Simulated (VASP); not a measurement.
Data:

```yaml
crystal:
  lattice:
    - [4.14942, 0.00000, 0.00000]
    - [-2.07471, 3.59350, 0.00000]
    - [0.00000, 0.00000, 8.53862]
  atoms:
    - { symbol: Sc, position: [0.33333, 0.66667, 0.02325] }
    - { symbol: Sc, position: [0.66667, 0.33333, 0.52325] }
    - { symbol: Te, position: [0.33333, 0.66667, 0.35175] }
    - { symbol: Te, position: [0.66667, 0.33333, 0.85175] }
```

Computed with PBEsol GGA, VASP's PBE PAW potentials (set 64) (plane waves; VASP). Settings: 400 eV cut-off, 10×10×4 Γ-centred mesh, tetrahedra with Blöchl corrections, potentials Sc_sv Te.

Unless said otherwise, spin-orbit coupling is left out, though it shifts the bands of the heavy elements here.

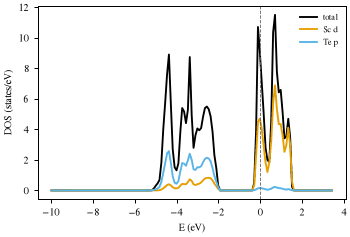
*Total and projected density of states, zero at the Fermi level*

Within 2 eV below the Fermi level the largest weight inside VASP's projection spheres is Sc d.

It has no gap at this level: it comes out as a metal or semimetal.

The structure was generated: ScTe was put into the wurtzite type (P6_3mc), which need not be its known phase. It was relaxed first, which changed the volume by -29 %.
